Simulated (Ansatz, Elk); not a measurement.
## Bonding as seen by X-rays: TaP3

The structure of TaP3 used here is made up (a known structure type with other elements) and was relaxed beforehand with PBEsol. The aim is the Fourier transform of its all-electron density, F(hkl), set beside the sum over free spherical atoms that refinements use.

Main program and level: Elk 11.2.3 (patched build); DFT, PBE, all-electron APW+lo, Dirac cores, scalar-relativistic bands, static density, no spin.

The structure was built from a prototype and need not be the compound's stable phase.

## (1) Set-up

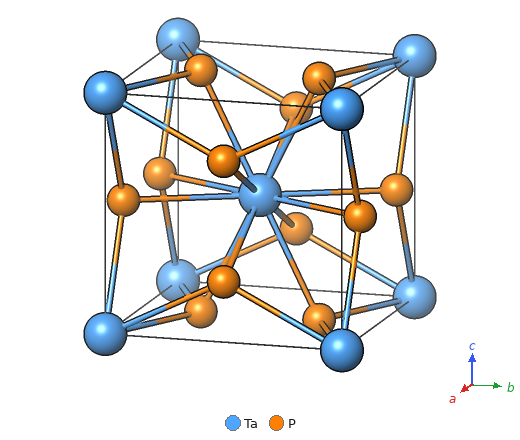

Start, viewed slightly off an axis; tantalum blue, phosphorus orange. Some periodic images of atoms are drawn too.

Coordinates:

```cif
data_structure
_symmetry_space_group_name_H-M 'P 1'
_symmetry_Int_Tables_number 1
_cell_length_a 4.8408
_cell_length_b 4.8408
_cell_length_c 4.8408
_cell_angle_alpha 90.000
_cell_angle_beta 90.000
_cell_angle_gamma 90.000
_cell_volume 113.44
loop_
_atom_site_label
_atom_site_type_symbol
_atom_site_fract_x
_atom_site_fract_y
_atom_site_fract_z
_atom_site_occupancy
Ta1 Ta 0.50000 0.50000 0.50000 1
Ta2 Ta 0.00000 0.00000 0.00000 1
P3 P 0.00000 0.50000 0.25000 1
P4 P 0.00000 0.50000 0.75000 1
P5 P 0.50000 0.25000 0.00000 1
P6 P 0.75000 0.00000 0.50000 1
P7 P 0.50000 0.75000 0.00000 1
P8 P 0.25000 0.00000 0.50000 1
```

## (2) Ground state and structure factors

An all-electron density is needed, since X-rays see the cores too. Task 0 finds the density and task 195 Fourier-transforms it; tshift is off so that phases refer to the origin typed.

Input file elk.in:

```
tasks
  0
  195

xctype
  20

spinpol
  .false.

rgkmax
  7.0

gmaxvr
  14.0

lmaxo
  7

lmaxapw
  8

swidth
  0.002

tshift
  .false.

ramdisk
  .false.

hmaxvr
  5.5

maxscl
  120

epspot
  1e-06

sppath
  './'

avec
  9.14781412066 -0.00000000000 -0.00000000000
  -0.00000000000 9.14781412066 0.00000000000
  -0.00000000000 0.00000000000 9.14781412066

atoms
  2
  'Ta.in'
  2
  0.5000000000 0.5000000000 0.5000000000   0.000000 0.000000 0.000000
  -0.0000000000 0.0000000000 0.0000000000   0.000000 0.000000 0.000000
  'P.in'
  6
  0.0000000000 0.5000000000 0.2500000000   0.000000 0.000000 0.000000
  0.0000000000 0.5000000000 0.7500000000   0.000000 0.000000 0.000000
  0.5000000000 0.2500000000 0.0000000000   0.000000 0.000000 0.000000
  0.7500000000 -0.0000000000 0.5000000000   0.000000 0.000000 0.000000
  0.5000000000 0.7500000000 -0.0000000000   0.000000 0.000000 0.000000
  0.2500000000 -0.0000000000 0.5000000000   0.000000 0.000000 0.000000

ngridk
  5 5 5
```

Command:

```sh
OMP_NUM_THREADS=4 elk
```

Numbers of over 12 decimals in the logs are rounded to 6 here.

The log of the run:

```text
┌─────────────────────────┐
│ Elk code version 11.2.3 │
└─────────────────────────┘

All units are atomic (Hartree, Bohr, etc.)

┌─────────────────────────────────────────────────┐
│ Ground-state run starting from atomic densities │
└─────────────────────────────────────────────────┘

Lattice vectors :
   9.147814121      -0.000000000      -0.000000000
  -0.000000000       9.147814121       0.000000000
  -0.000000000       0.000000000       9.147814121

Reciprocal lattice vectors :
  0.6868510033       0.000000000       0.000000000
   0.000000000      0.6868510033       0.000000000
   0.000000000       0.000000000      0.6868510033

Unit cell volume      :    765.5119843
Brillouin zone volume :   0.3240317833

Muffin-tin inner radius fraction :   0.1000000000E-01

Nuclei treated as point charges

Species : 1 (Ta)
 parameters loaded from : Ta.in
 name : tantalum
 nuclear charge    :   -73.00000000
 electronic charge :    73.00000000
 atomic mass :    329847.8435
 muffin-tin radius :    2.800000000
 number of radial points in muffin-tin :   1393
 inner part over the whole radius :   0.9923388882E-02
 number on inner part of muffin-tin    :    999
 approximate nuclear radius :   0.1005189763E-03
 number of mesh points to nuclear radius :    519
 atomic positions (lattice), magnetic fields (Cartesian) :
  1 :   0.50000000  0.50000000  0.50000000    0.00000000  0.00000000  0.00000000
  2 :   0.00000000  0.00000000  0.00000000    0.00000000  0.00000000  0.00000000

Species : 2 (P)
 parameters loaded from : P.in
 name : phosphorus
 nuclear charge    :   -15.00000000
 electronic charge :    15.00000000
 atomic mass :    56461.71230
 muffin-tin radius :    2.200000000
 number of radial points in muffin-tin :    793
 inner part over the whole radius :   0.9987340520E-02
 number on inner part of muffin-tin    :    554
 approximate nuclear radius :   0.6081821256E-04
 number of mesh points to nuclear radius :    248
 atomic positions (lattice), magnetic fields (Cartesian) :
  1 :   0.00000000  0.50000000  0.25000000    0.00000000  0.00000000  0.00000000
  2 :   0.00000000  0.50000000 -0.25000000    0.00000000  0.00000000  0.00000000
  3 :   0.50000000  0.25000000  0.00000000    0.00000000  0.00000000  0.00000000
  4 :  -0.25000000  0.00000000  0.50000000    0.00000000  0.00000000  0.00000000
  5 :   0.50000000 -0.25000000  0.00000000    0.00000000  0.00000000  0.00000000
  6 :   0.25000000  0.00000000  0.50000000    0.00000000  0.00000000  0.00000000

Total number of atoms per unit cell :    8
Total muffin-tin volume :    451.5180738
 ratio of muffin-tin to unit cell volume :   0.5898249577

Spin treatment :
 spin-unpolarised

Number of Bravais lattice symmetries :   48
Number of crystal symmetries         :   48
Crystal has inversion symmetry
Real symmetric eigensolver will be used

k-point grid :      5     5     5
k-point offset :    0.000000000       0.000000000       0.000000000
k-point set is reduced with full crystal symmetry group
Total number of k-points :       10

Muffin-tin radius times maximum |G+k| :    7.000000000
 using average radius
Maximum |G+k| for APW functions       :    2.978723404
Maximum (1/2)|G+k|²                   :    4.436396560
Maximum |G| for potential and density :    14.00000000
Constant for pseudocharge density :   10
 order of it for each species :   17  17
 order of it for pair densities of each species (exact exchange by exxq0 0: 18) :   14   8
Radial integration step length :    1

G-vector grid sizes :     42    42    42
Number of G-vectors :    35513

Maximum angular momentum used for
 APW functions            :    8
 outer part of muffin-tin :    7
 inner part of muffin-tin :    2

Total nuclear charge    :   -236.0000000
Total core charge       :    152.0000000
Total valence charge    :    84.00000000
Total excess charge     :    0.000000000
Total electronic charge :    236.0000000

Effective Wigner radius, rₛ :   0.9182983288

Number of empty states         :     32
[...]
Madelung                    :     -41473.251192205
 xc potential                :     -1009.5573281492
 exchange                    :     -761.72116824596
 correlation                 :     -12.569548100542
 electron entropic           :    -0.14602626124771E-02
 total energy                :     -33308.252283080

Density of states at Fermi energy :    102.0803449
 (states/Hartree/unit cell)

Estimated indirect band gap :   0.6408058554E-02
 from k-point 5 to k-point 9
Estimated direct band gap   :   0.1046158895E-01
 at k-point 6

Charges :
 core                        :    152.0000000
 valence                     :    84.00000000
 interstitial                :    12.16695178
 muffin-tins (core leakage)
  species : 1 (Ta)
[...]
species : 2 (P)
[...]
total in muffin-tins        :    223.8330482
 total calculated charge     :    235.9985483
 total charge                :    236.0000000
 error                       :   0.1451725550E-02

RMS change in Kohn-Sham potential (target) :   0.4024641436     (  0.1000000000E-05)
Absolute change in total energy (target)   :    1.218904231     (  0.1000000000E-03)

[... loops 3 to 13 left out ...]

┌──────────────────┐
│ Loop number : 14 │
└──────────────────┘

Energies :
 Fermi                       :     0.428554
 sum of occupied eigenvalues :     -20235.659552029
 electron kinetic            :      37144.110507694
 core electron kinetic       :      35913.897405865
 Coulomb                     :     -69674.166768951
 Coulomb potential           :     -56368.377416479
 nuclear-nuclear             :     -3001.4250059299
 electron-nuclear            :     -77033.215108286
 Hartree                     :      10360.473345265
 Madelung                    :     -41489.978060712
 xc potential                :     -1011.3926432438
 exchange                    :     -762.19756504840
 correlation                 :     -12.573068383648
 electron entropic           :    -0.18126623220566E-02
 total energy                :     -33304.828707352

Density of states at Fermi energy :    131.1817695
 (states/Hartree/unit cell)

Estimated indirect band gap :   0.3507512158E-02
 from k-point 6 to k-point 9
Estimated direct band gap   :   0.8865175736E-02
 at k-point 5

Charges :
 core                        :    152.0000000
 valence                     :    84.00000000
 interstitial                :    11.81795483
 muffin-tins (core leakage)
  species : 1 (Ta)
[...]
species : 2 (P)
[...]
total in muffin-tins        :    224.1820452
 total calculated charge     :    235.9986475
 total charge                :    236.0000000
 error                       :   0.1352548736E-02

RMS change in Kohn-Sham potential (target) :   0.1980413422E-06 (  0.1000000000E-05)
Absolute change in total energy (target)   :   0.7018120959E-04 (  0.1000000000E-03)

Convergence targets achieved

┌──────────────────┐
│ Loop number : 15 │
└──────────────────┘

Energies :
 Fermi                       :     0.428554
 sum of occupied eigenvalues :     -20235.659535897
 electron kinetic            :      37144.110507348
 core electron kinetic       :      35913.897403904
 Coulomb                     :     -69674.166773464
 Coulomb potential           :     -56368.377410648
 nuclear-nuclear             :     -3001.4250059299
 electron-nuclear            :     -77033.215122766
 Hartree                     :      10360.473355231
 Madelung                    :     -41489.978068141
 xc potential                :     -1011.3926325975
 exchange                    :     -762.19756519688
 correlation                 :     -12.573068379189
 electron entropic           :    -0.18126624499182E-02
 total energy                :     -33304.828712355

Density of states at Fermi energy :    131.1817819
 (states/Hartree/unit cell)

Estimated indirect band gap :   0.3507507604E-02
 from k-point 6 to k-point 9
Estimated direct band gap   :   0.8865172717E-02
 at k-point 5

Charges :
 core                        :    152.0000000
 valence                     :    84.00000000
 interstitial                :    11.81795440
 muffin-tins (core leakage)
  species : 1 (Ta)
[...]
species : 2 (P)
[...]
atom 4                    :    13.38025559     (  0.3098289838E-03)
   atom 5                    :    13.38025559     (  0.3098289838E-03)
   atom 6                    :    13.38025559     (  0.3098289838E-03)
 total in muffin-tins        :    224.1820456
 total calculated charge     :    235.9986475
 total charge                :    236.0000000
 error                       :   0.1352548617E-02

┌──────────────────────────────┐
│ Self-consistent loop stopped │
└──────────────────────────────┘

Warning : core states of species 2 leak from the muffin-tin :   0.3098289838E-03

Wrote STATE.OUT
```

It took 26 s on 4 threads of AMD EPYC 7B13 (Zen 3), shared host; peak memory 0.28 GiB; 58 s of CPU time.

SFACRHO.OUT:

```text

h k l indices transformed by vhmat matrix:
   1.000000000       0.000000000       0.000000000    
   0.000000000       1.000000000       0.000000000    
   0.000000000       0.000000000       1.000000000    

      h      k      l  multipl.   |H|            Re(F)            Im(F)           |F|

      0      0      0      1   0.0000000       236.00000      0.58349973E-16   236.00000    
      0      0      1      6  0.68685100      0.39838548E-14  0.10536210E-13  0.11264227E-13
      0     -1      1     12  0.97135400       107.36170      0.11392401E-14   107.36170    
     -1     -1     -1      8   1.1896608     -0.31856270E-14 -0.21247226E-13  0.21484711E-13
      0      0     -2      6   1.3737020       142.28605      0.20466288E-13   142.28605    
     -1     -2      0     12   1.5358455       38.855292     -0.14607468E-13   38.855292    
      1      0     -2     12   1.5358455      -38.855292     -0.53118064E-14   38.855292    
     -2      1      1     24   1.6824345       133.95933     -0.42510015E-14   133.95933    
     -2      2      0     12   1.9427080       93.004737     -0.70475445E-14   93.004737    
     -2      1     -2     24   2.0605530       0.0000000     -0.25139381E-13  0.25139381E-13
     -3      0      0      6   2.0605530     -0.28290260E-14 -0.25231081E-13  0.25389187E-13
      0      3     -1     12   2.1720136       89.618989     -0.15578027E-13   89.618989    
      1     -3      0     12   2.1720136       89.618989      0.79677097E-14   89.618989    
      3     -1      1     24   2.2780271      0.10843540E-14  0.18591323E-13  0.18622919E-13
      2      2      2      8   2.3793217       54.710072     -0.25702975E-13   54.710072    
      0      3     -2     12   2.4764765       30.975976      0.32523968E-14   30.975976    
     -3      0      2     12   2.4764765      -30.975976     -0.11951564E-13   30.975976    
     -3      1      2     24   2.5699611       113.88741     -0.53118064E-14   113.88741
```

Elk indexes on the primitive cell of elk.in and gives |H| = 4π sin θ/λ in inverse bohr. Below, one row stands for each form hkl of the conventional cell (m members, Friedel mates merged), F is for one primitive cell and the density is static (no thermal factor). Free-atom factors are Waasmaier and Kirfel's, and R is Σm||F|−|F'||/Σm|F|.

| hkl | m | sin θ/λ (Å⁻¹) | abs F, DFT | neutral atoms | diff. |
| --- | --- | --- | --- | --- | --- |
| 100 | 6 | 0.103 | 0.000 | 0.000 | +0.000 |
| 110 | 12 | 0.146 | 107.362 | 107.490 | -0.128 |
| 111 | 8 | 0.179 | 0.000 | 0.000 | +0.000 |
| 200 | 6 | 0.207 | 142.286 | 142.748 | -0.462 |
| 210 | 24 | 0.231 | 38.855 | 38.716 | +0.139 |
| 211 | 24 | 0.253 | 133.959 | 134.584 | -0.625 |
| 220 | 12 | 0.292 | 93.005 | 93.322 | -0.317 |
| 221 | 24 | 0.310 | 0.000 | 0.000 | +0.000 |
| 300 | 6 | 0.310 | 0.000 | 0.000 | +0.000 |
| 310 | 24 | 0.327 | 89.619 | 89.593 | +0.026 |
| 311 | 24 | 0.343 | 0.000 | 0.000 | +0.000 |
| 222 | 8 | 0.358 | 54.710 | 54.438 | +0.272 |
| 320 | 24 | 0.372 | 30.976 | 31.222 | -0.246 |
| 321 | 48 | 0.387 | 113.887 | 113.907 | -0.020 |

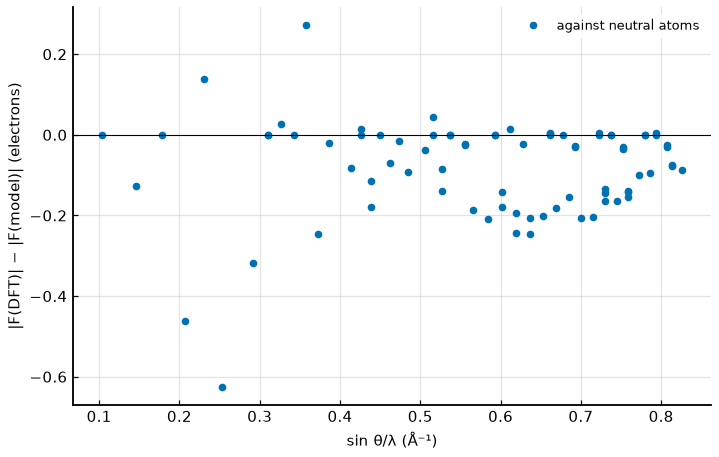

Difference between the calculated structure factors and the independent-atom ones.

## (3) The highest occupied states alone

An energy window below the Fermi level keeps the highest occupied states, to see at which angles they scatter; shallow core shells can lie inside it and anion s states outside. No new self-consistency is needed.

elk.in, as its differences from that of step 2:

```diff
@@ -1,3 +1,2 @@
 tasks
-  0
   195
@@ -40,2 +39,5 @@
 
+wsfac
+  -0.012440 0.728550
+
 sppath
```

Command:

```sh
OMP_NUM_THREADS=4 elk
```

The log of the run:

```text
┌─────────────────────────────────┐
│ Elk code version 11.2.3 started │
└─────────────────────────────────┘

Info(readinput): the functional depends on the density's gradient
 muffin-tin radial points multiplied by    2.00000
 (not where nrmtscf is given)

┌────────────────────┐
│ Current task : 195 │
└────────────────────┘

Info(sfacrho): density structure factors written to SFACRHO.OUT

 Energy window :  -0.1244000000E-01  0.7285500000

┌──────────────────┐
│ Elk code stopped │
└──────────────────┘
```

The job ended after 11 s (4 threads; peak memory 0.17 GiB; 13 s of CPU time).

States within 12 eV below the Fermi level hold 34.86 electrons; any levels below the window count with the cores, and a count that is not whole means the window cuts a band. Their amplitudes can exceed the total, where window and core parts have opposite phase:

| hkl | sin θ/λ (Å⁻¹) | abs F, window | abs F, all |
| --- | --- | --- | --- |
| 100 | 0.103 | 0.000 | 0.000 |
| 110 | 0.146 | 0.617 | 107.362 |
| 111 | 0.179 | 0.000 | 0.000 |
| 200 | 0.207 | 1.965 | 142.286 |
| 210 | 0.231 | 2.117 | 38.855 |
| 211 | 0.253 | 0.627 | 133.959 |
| 220 | 0.292 | 0.187 | 93.005 |
| 221 | 0.310 | 0.000 | 0.000 |
| 300 | 0.310 | 0.000 | 0.000 |
| 310 | 0.327 | 0.344 | 89.619 |

## (4) Another functional

The difference from free atoms is small, so it is set against the change that LDA (Perdew-Wang) makes.

elk.in, as its differences from that of step 3:

```diff
@@ -1,2 +1,3 @@
 tasks
+  0
   195
@@ -4,3 +5,3 @@
 xctype
-  20
+  3
 
@@ -39,5 +40,2 @@
 
-wsfac
-  -0.012440 0.728550
-
 sppath
```

Command:

```sh
OMP_NUM_THREADS=4 elk
```

The log of the run:

```text
┌─────────────────────────┐
│ Elk code version 11.2.3 │
└─────────────────────────┘

All units are atomic (Hartree, Bohr, etc.)

┌─────────────────────────────────────────────────┐
│ Ground-state run starting from atomic densities │
└─────────────────────────────────────────────────┘

Lattice vectors :
   9.147814121      -0.000000000      -0.000000000
  -0.000000000       9.147814121       0.000000000
  -0.000000000       0.000000000       9.147814121

Reciprocal lattice vectors :
  0.6868510033       0.000000000       0.000000000
[...]
muffin-tins (core leakage)
  species : 1 (Ta)
[...]
species : 2 (P)
[...]
atom 5                    :    13.38147339     (  0.3097565417E-03)
   atom 6                    :    13.38147339     (  0.3097565417E-03)
 total in muffin-tins        :    224.2792105
 total calculated charge     :    235.9986581
 total charge                :    236.0000000
 error                       :   0.1341945575E-02

┌──────────────────────────────┐
│ Self-consistent loop stopped │
└──────────────────────────────┘

Warning : core states of species 2 leak from the muffin-tin :   0.3097565417E-03

Wrote STATE.OUT
[key lines of the parts left out:]
total energy                :     -33279.908446227
```

It took 16 s on 4 threads; peak memory 0.2 GiB; 36 s of CPU time.

Against the first run R = 0.05 %; the largest change is -0.084 at 440.

## (5) Basis size

A smaller basis shows how fast F responds to it; the change is likely larger than the basis error of the first run, but doesn't show convergence.

elk.in, as its differences from that of step 4:

```diff
@@ -5,3 +5,3 @@
 xctype
-  3
+  20
 
@@ -11,3 +11,3 @@
 rgkmax
-  7.0
+  5.5
```

Command:

```sh
OMP_NUM_THREADS=4 elk
```

The log of the run:

```text
┌─────────────────────────┐
│ Elk code version 11.2.3 │
└─────────────────────────┘

All units are atomic (Hartree, Bohr, etc.)

┌─────────────────────────────────────────────────┐
│ Ground-state run starting from atomic densities │
└─────────────────────────────────────────────────┘

Lattice vectors :
   9.147814121      -0.000000000      -0.000000000
  -0.000000000       9.147814121       0.000000000
  -0.000000000       0.000000000       9.147814121

Reciprocal lattice vectors :
  0.6868510033       0.000000000       0.000000000
[...]
muffin-tins (core leakage)
  species : 1 (Ta)
[...]
species : 2 (P)
[...]
atom 5                    :    13.35521536     (  0.3088515547E-03)
   atom 6                    :    13.35521536     (  0.3088515547E-03)
 total in muffin-tins        :    223.9823950
 total calculated charge     :    235.9988877
 total charge                :    236.0000000
 error                       :   0.1112343526E-02

┌──────────────────────────────┐
│ Self-consistent loop stopped │
└──────────────────────────────┘

Warning : core states of species 2 leak from the muffin-tin :   0.3088515547E-03

Wrote STATE.OUT
[key lines of the parts left out:]
total energy                :     -33304.761044814
```

Elapsed: 26 s, on 4 threads; peak memory 0.27 GiB; 51 s of CPU time.

Against the first run R = 0.02 %; the largest change is +0.046 at 320.

## (6) Settings against the effect

| run | R against the first run (%) | R against neutral atoms, low angle (%) | wall time |
| --- | --- | --- | --- |
| PBE, rgkmax 7 | 0.00 | 0.36 | 26 s |
| LDA (Perdew-Wang) | 0.05 | 0.36 | 16 s |
| rgkmax 5.5 | 0.02 | 0.34 | 26 s |

## (7) Outcome

```
R against neutral atoms, sin θ/λ < 0.3 Å⁻¹ : 0.36 %
R against neutral atoms, 0.3 to 0.83 Å⁻¹   : 0.19 %
```

In words: Independent neutral atoms miss the calculated amplitudes by R = 0.36 % below 0.3 Å⁻¹ and 0.19 % from there to 0.83 Å⁻¹; by shells, 0.12 % below 0.15 Å⁻¹ (1 form), 0.41 % 0.15 to 0.3 (4 forms), 0.13 % 0.3 to 0.45 (8 forms), 0.20 % above 0.45 (42 forms). Bonding, aspherical density and the tables' own atoms all enter these figures, and the runs don't part them. The largest change of an amplitude is -0.62 electrons, at 211. The window's part falls from 34.9 electrons at the origin to at most 0.62 between 0.45 and 0.83 Å⁻¹. Below 0.3 Å⁻¹ the changes that finished (LDA (Perdew-Wang) and rgkmax 5.5) move F by R = 0.03 % at most, against the 0.36 % that separates it from free atoms. The k-mesh has no finished test. Spin-orbit coupling is left out, which can matter for elements this heavy. Part of the difference isn't bonding: the tables are fits to free atoms and ions calculated by other methods than this functional. Thermal motion, anomalous dispersion and extinction are left out.

[Logs are printed without paths, hosts, clocks, repeated set-up lines and the standing remarks that a program may print on its own settings, such as how far it seeks lower states.]

[Hosts, paths, dates, database ids (printed as entryN), source tags and the programs' standing remarks are cut or masked in the printed files.]
